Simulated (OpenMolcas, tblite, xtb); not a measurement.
## A ladder of methods for CHClInNO (SMILES O=C=[N][InH][Cl])

CHClInNO has 6 atoms, charge 0, and is taken as a singlet. SMILES: `O=C=[N][InH][Cl]`. Geometry: relaxed at PBE0-D4/def2-TZVP. This is one conformer, not always the lowest.

Each level gives the vertical energy of the triplet above the singlet (eV). The values are calculated.

```tsv
level	kind	program	value (eV)
IPEA1-xTB	semi-empirical	tblite	4.83
GFN2-xTB	semi-empirical	xtb	3.95
HF/def2-SVP (core potential)	Hartree–Fock	OpenMolcas	5.30
SVWN5/def2-SVP (core potential)	LDA	OpenMolcas	4.93
revPBE/def2-SVP (core potential)	GGA	OpenMolcas	4.90
TPSS/def2-SVP (core potential)	meta-GGA	OpenMolcas	4.94
r2SCAN/def2-SVP (core potential)	meta-GGA	OpenMolcas	5.03
PBE0/def2-SVP (core potential)	global hybrid	OpenMolcas	5.36
```

Spin-orbit coupling, which can split open shells on such heavy atoms by tenths of an eV, is left out. The values span 3.95 to 5.36 eV. Spin contamination of the reference (⟨S²⟩ at least 0.1 too high) touches HF/def2-SVP. The xTB rows lack spin polarisation, so open shells miss the exchange term that lowers them.

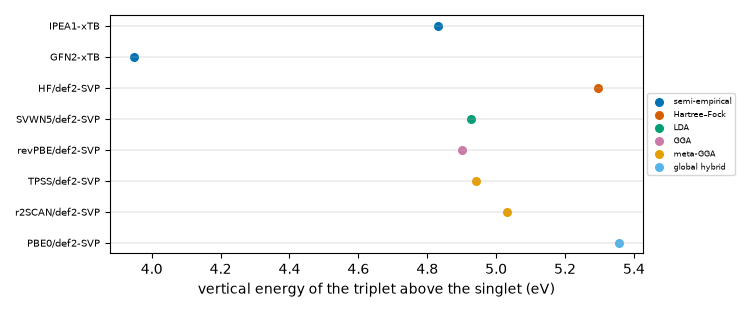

The values of the table, level by level.
